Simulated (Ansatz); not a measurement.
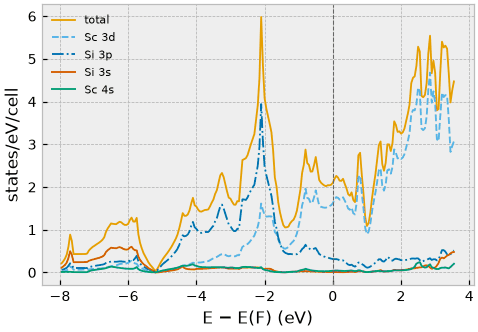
Figure. Total and projected density of states of ScSi in space group Cmcm (No. 63; Sc on 4c, Si on 4c), the program Ansatz at the LDA level (PAW)

Question: Which orbitals carry the states next to the Fermi level?

Answer: Within 0.5 eV of the Fermi level: Sc 3d 77 %, Si 3p 16 %, outside the projected shells 5 %. Projections are on Löwdin-orthogonalised atomic valence shells; empty p or d shells of many metals are not among them.

Question: Where is the tallest occupied peak in this window, and what makes it?

Answer: Near -2.1 eV, about 6.0 states/eV per cell; the largest projected share is Si 3p.

The workflow started from a Materials Project entry (that database holds measured and hypothetical structures alike); the Crystallography Open Database copy checked does not list it. Its standing as an ambient phase is unchecked. The cell was relaxed with LDA under the symmetry of its start; of distortions, only those at the zone centre were tested. The run is not spin-polarised.

Potentials: the later of the program's two PAW sets.
